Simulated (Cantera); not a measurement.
Charge: 1 mol CH₃SiH₃, 1600 mol H₂, at 45.0 Torr.

These are equilibrium values from Cantera (NASA tables, ideal gas, pure condensed phases), not measurements of a reactor. Candidate condensed phases: C, C₆H₆, C₇H₈, C₈H₁₈, Si, SiC; 87 gas species. The feed counts by its element totals alone. Mutual solubility and eutectic melting of coexisting phases are not modelled. Gases not in the tables: Si₂H₆ and higher silanes. Rates play no part.

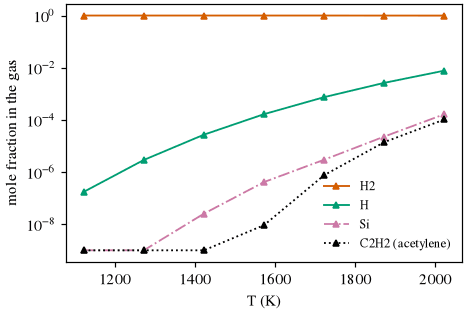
Equilibrium gas composition (values under 1e-9 drawn at 1e-9)

From 1123 K to 1423 K the condensed part is Si(s) + SiC(s). From 1573 K to 2023 K the condensed part is SiC(s). The main Si-bearing gas is SiH₄ at 1123 K and Si at 2023 K.
